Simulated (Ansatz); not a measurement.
```sh
ansatz run in.yaml --threads 2 --pin off --events-out ev --progress --plain --max-ram 4352MiB
```

```yaml
crystal:
  periodic: [false, false, false]
  atoms:
    - {symbol: O, position_ang: [-0.594872, -1.972212, -0.018854]}
    - {symbol: Si, position_ang: [-0.166148, -0.480496, 0.040474]}
    - {symbol: O, position_ang: [0.266663, -0.051686, 1.627297]}
    - {symbol: F, position_ang: [0.088974, 1.902008, -2.042844]}
    - {symbol: H, position_ang: [0.009987, 1.168102, -1.403151]}
    - {symbol: H, position_ang: [0.155074, -0.838469, 2.176749]}
basis:
  gaussian: {orbitals: "def2-TZVPPD.json"}
total_charge: -1
correlation: {method: ccsd_t}
```

Describe the molecule in this file.

The species is FH₂O₂Si⁻. Judged by distances it falls into 2 fragments: HO2Si, HF. The point group is Cs. All atoms lie on one plane. Coordination: 1 Si bent; 1 O bent.

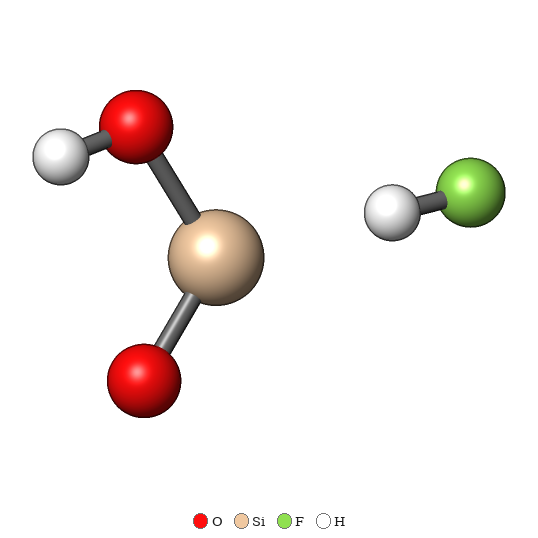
